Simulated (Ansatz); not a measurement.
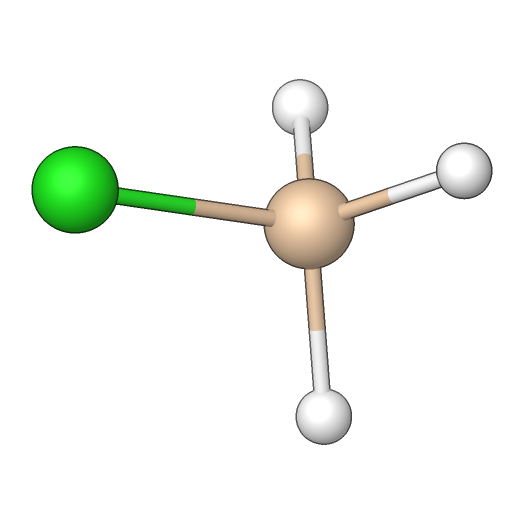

Colours: silicon light orange, chlorine green, hydrogen white.

The computed structure is the end point of a PBE0-D4/def2-TZVP optimisation.

Describe the molecule.

Formula ClH3Si. As SMILES it reads `[SiH3]Cl`. Among its groups: Si–H bond. This geometry has C3v symmetry. Coordination: 1 Si tetrahedral.

The parts below concern this one geometry. Atoms keep their numbers from picture to picture.

Dipole moment

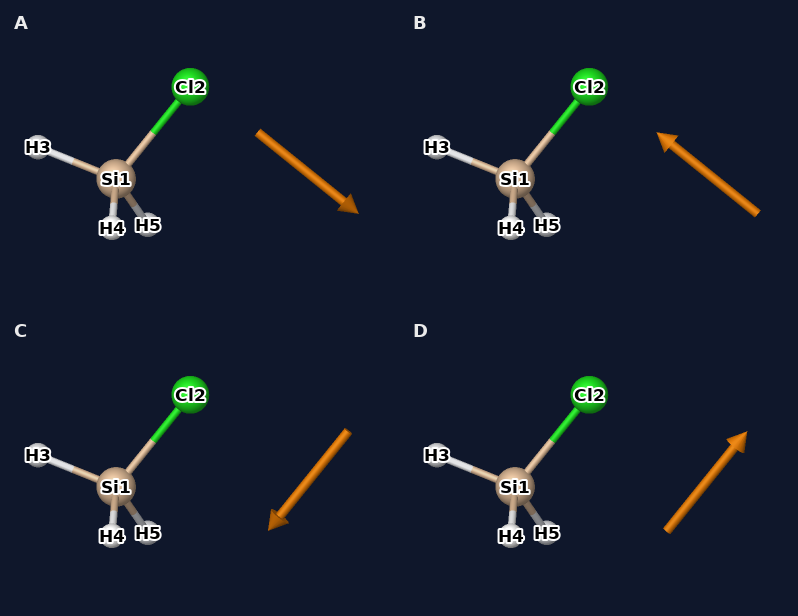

The same molecule four times, each with an arrow. Properties computed with RKS PBE0-D4/def2-TZVP (Ansatz 0.2.0).

Question: Which arrow points along the dipole moment, from the negative to the positive end?

Answer: C. The dipole moment is 1.26 D; it points from the side of Cl2 to the side of H3, H4, H5 (the outermost atoms at the two ends).

Charges

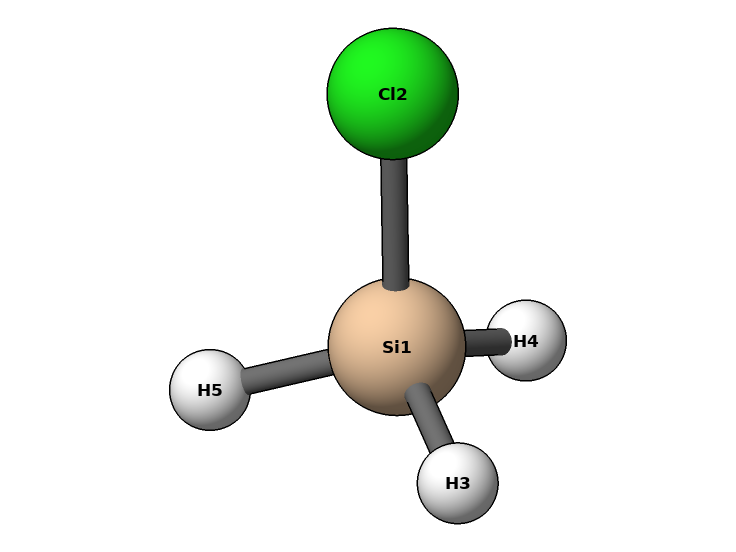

The questions are on Mulliken charges. Method: RKS r2SCAN-D4/def2-TZVPP (Ansatz 0.2.0).

List the Mulliken charges.

```csv
atom,value (e)
Si1,0.45
Cl2,−0.26
H3,−0.06
H4,−0.06
H5,−0.06
```

Vibrations

Harmonic vibrations computed with RKS PBE0-D4/def2-TZVP (Ansatz 0.2.0) at a stationary point of the same level.

Question: List the wavenumbers.

Answer: 9 modes: 552, 656, 656, 944, 947, 947, 2249, 2261, 2261 cm⁻¹.

Mulliken values depend strongly on the basis set and can even reverse the polarity of a bond.
